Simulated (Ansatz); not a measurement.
AlH5OSi2 (SMILES [SiH2+][Al][O][SiH3]) (charge +1, doublet)

The calculation's input:

```
crystal:
  periodic: [false, false, false]
  atoms:
    - {symbol: Al, position_ang: [-0.003335, 2.486062, -0.576360]}
    - {symbol: O, position_ang: [1.427715, 2.675450, -1.345717]}
    - {symbol: Si, position_ang: [-2.054656, 2.582104, 0.654738]}
    - {symbol: Si, position_ang: [2.925813, 2.858619, -2.155936]}
    - {symbol: H, position_ang: [-1.993271, 1.687808, 1.841948]}
    - {symbol: H, position_ang: [-3.218733, 2.418343, -0.256926]}
    - {symbol: H, position_ang: [2.606549, 3.357524, -3.516870]}
    - {symbol: H, position_ang: [3.557610, 1.515813, -2.180311]}
    - {symbol: H, position_ang: [3.711664, 3.838427, -1.365129]}
basis:
  gaussian:
    orbitals: def2-TZVPD
total_charge: 1
magnetization:
  spin_polarized: true
  initial_magnetization: 1
hamiltonian:
  xc: pbe0
output:
  forces: true
  orbitals: {seedname: orbitals}
```

Command:

```sh
ansatz run input.yaml --threads 2 --pin off --max-ram 4350MiB --events-out events.jsonl --progress --plain --runs-dir runs
```

Geometry: PBE0-D3(BJ)/def2-SVP.

Method: isolated molecule in a Gaussian basis; Kohn-Sham density functional theory, functional PBE0 (Ansatz 0.2.0).

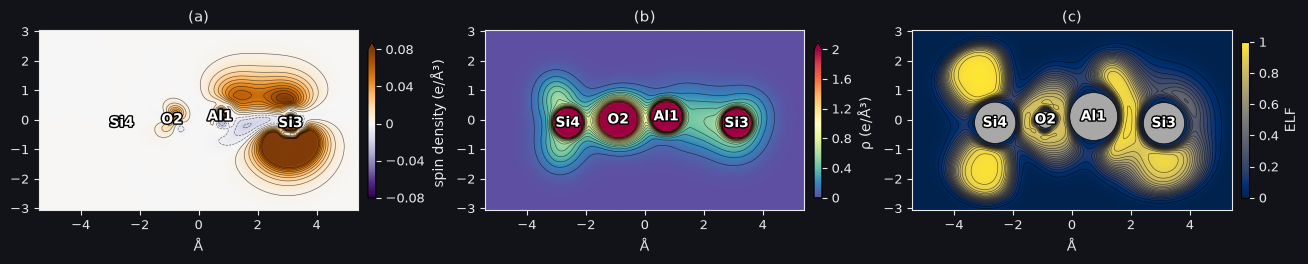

Figure 1. (a) spin density; (b) electron density; (c) electron localisation function on the plane of atoms O2, Al1 and Si3. Grey discs cover the atomic cores in the ELF map.

Question: Interpret the plot.

Answer:
- The section cuts through Al, O and Si sites.
- Al–O (1.64 Å): ρ at the midpoint is about 1 e/Å³; the ELF peaks at about 0.80 in the valence shell of O, 0.6 Å from its nucleus, and is about 0.40 at the midpoint.
- Si–O (1.71 Å): ρ is about 0.97 e/Å³ halfway; the ELF peaks at about 0.85 between the atoms, as expected for a polar covalent bond.
- Al–Si (2.39 Å): the density is about 0.49 e/Å³ at the midpoint; the ELF peaks at about 0.95 between the atoms: a shared electron pair.
- The ELF also peaks beside Si3 and O2, away from the bonds: non-bonding electrons, paired or unpaired.
- The unpaired spin (1 electron) lies mostly on Si3 (about 0.8) and Al1 (about 0.2), in electrons by Hirshfeld's partition.

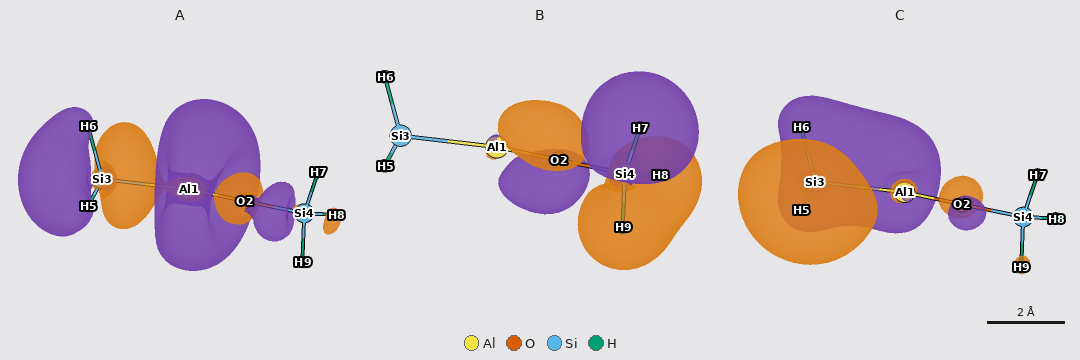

Figure 2. Three frontier orbitals at ±0.06 Å⁻³ᐟ² (orange and purple are the two phases), in no order.

Question: Which picture is the HOMO−1, the HOMO and the LUMO? All are α orbitals.

Answer: B is the HOMO−1 (α) (−13.02 eV). Its weight (Hirshfeld) is mainly on Si4 (about 35 %), H7 (about 30 %), O2 (about 15 %), H8 (about 10 %) and H9 (about 10 %). C is the HOMO (α) (−11.79 eV). Its weight (Hirshfeld) is mainly on Si3 (about 70 %) and Al1 (about 20 %). A is the LUMO (α) (−6.89 eV). It lies mainly on Al1 (about 50 %), Si3 (about 30 %) and O2 (about 10 %).

Question: What is the gap between the highest occupied and lowest empty α orbitals?

Answer: 4.90 eV between the orbital energies.

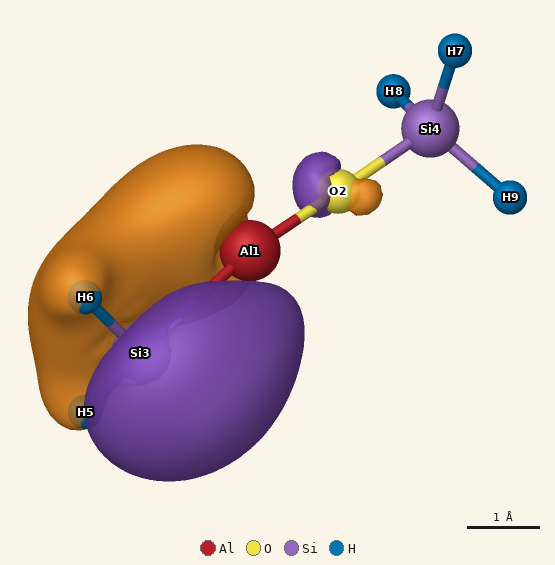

Figure 3. The LUMO (β) at ±0.1 Å⁻³ᐟ² (orange and purple are the two phases), seen at an oblique angle.

Question: Describe this orbital and give its energy.

Answer: Its weight (Hirshfeld) is mainly on Si3 (about 60 %) and Al1 (about 30 %). Its energy is −8.39 eV.
